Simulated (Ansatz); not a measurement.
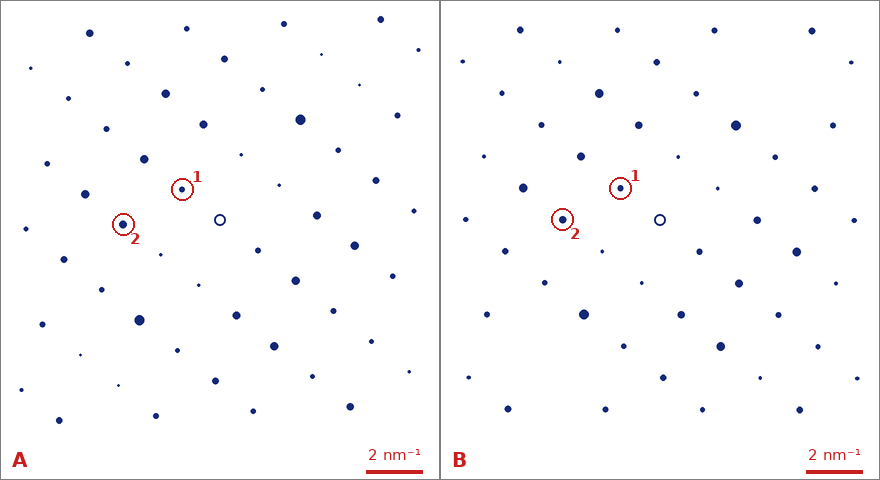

Kinematic electron diffraction patterns (300 kV, B = 0.5 Å², same scale) along [101] of the run's own cell, for the start and the end of one relaxation of KAg with DFT PBE, scalar-relativistic, plane waves, PAW (Ansatz). k mesh 14×14×14. The start is a generated model structure, and the relaxation ends in the nearest stationary point of its symmetry, not necessarily the ground state. Spot 1 is -1 -1 1 and spot 2 is -1 -2 1 in both.

Start structure:

```
K Ag
1.0
    -2.14667    2.81298    5.67888
     2.14667   -2.81298    5.67888
     2.14667    2.81298   -5.67888
K Ag
2 2
Cartesian
  2.1467 1.4065 1.1682
  0.0000 1.4065 4.5107
  2.1467 -1.4065 3.7482
  0.0000 4.2195 1.9307
```

**Which pattern belongs to the start structure, and which to the relaxed one?**

A is the start: its cell gives d(1) = 5.679 Å, d(2) = 2.840 Å and an angle of 41.4°. B is the relaxed structure, with d(1) = 5.446 Å (-4.1 %), d(2) = 2.837 Å (-0.1 %) and 38.6°.

**Summarise the relaxation behind the change.**

The volume changed by +0.1 % to 34.33 Å³ an atom; with the mean shift removed, the atoms moved by up to 0.06 Å relative to the cell (Ag most); the space group stayed Imma (No. 74); the free energy fell by 4.4 meV an atom. Relaxed cell: a = 6.520 Å, b = 6.520 Å, c = 6.520 Å, α = 139.18°, β = 129.68°, γ = 66.72°.
